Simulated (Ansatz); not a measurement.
Input file:

```
crystal:
  periodic: [false, false, false]
  atoms:
    - {symbol: B, position_ang: [0.601258, -1.126437, 0.679725]}
    - {symbol: B, position_ang: [-0.601434, 1.126390, -0.679633]}
    - {symbol: Br, position_ang: [-0.331649, -0.923875, -1.238147]}
    - {symbol: Br, position_ang: [0.346751, 0.927703, 1.231139]}
    - {symbol: F, position_ang: [1.887863, -1.394286, 0.526946]}
    - {symbol: F, position_ang: [-0.140169, -1.895674, 1.460087]}
    - {symbol: F, position_ang: [-1.889419, 1.381335, -0.516821]}
    - {symbol: F, position_ang: [0.126800, 1.904845, -1.463295]}
basis:
  gaussian:
    orbitals: def2-SVPD
hamiltonian:
  xc: {name: PBE0}
output: {forces: true, orbitals: {seedname: orbitals}}
```

Launched as:

```sh
ansatz run input.yaml --threads 2 --pin off --max-ram 6090MiB --events-out events.jsonl --progress --plain --runs-dir runs
```

Geometry: PBE0-D4/def2-SVP.

Computed with isolated molecule in a Gaussian basis; Kohn-Sham density functional theory, functional PBE0 in Ansatz 0.2.0.

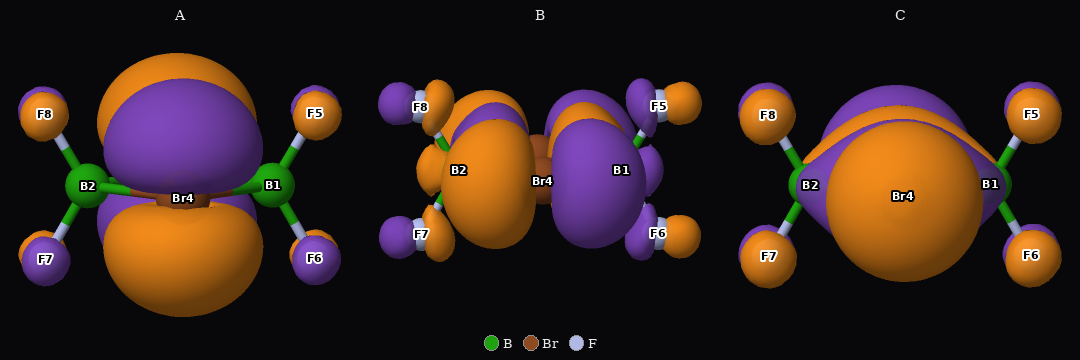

B$_{2}$Br$_{2}$F$_{4}$ (SMILES F[B-]1(F)[Br+][B-](F)(F)[Br+]1). Three frontier orbitals at ±0.08 Å⁻³ᐟ² (orange and purple are the two phases), in no order.

Q: Which picture is the HOMO−1, the HOMO and the LUMO?

A: C is the HOMO−1 (−9.86 eV). Its weight (Hirshfeld) is mainly on Br4 (about 40 %) and Br3 (about 40 %); it is ungerade (odd under inversion); largely a combination of lone pairs on Br4 and Br3. A is the HOMO (−9.48 eV). By Hirshfeld shares it lies mainly on Br4 (about 45 %) and Br3 (about 45 %); it is gerade (even under inversion); largely a combination of lone pairs on Br4 and Br3. B is the LUMO (−1.67 eV). It lies mainly on Br4 (about 25 %), Br3 (about 25 %), B2 (about 20 %) and B1 (about 20 %); it is ungerade (odd under inversion).

Q: What is the HOMO–LUMO gap?

A: 7.81 eV between the orbital energies.
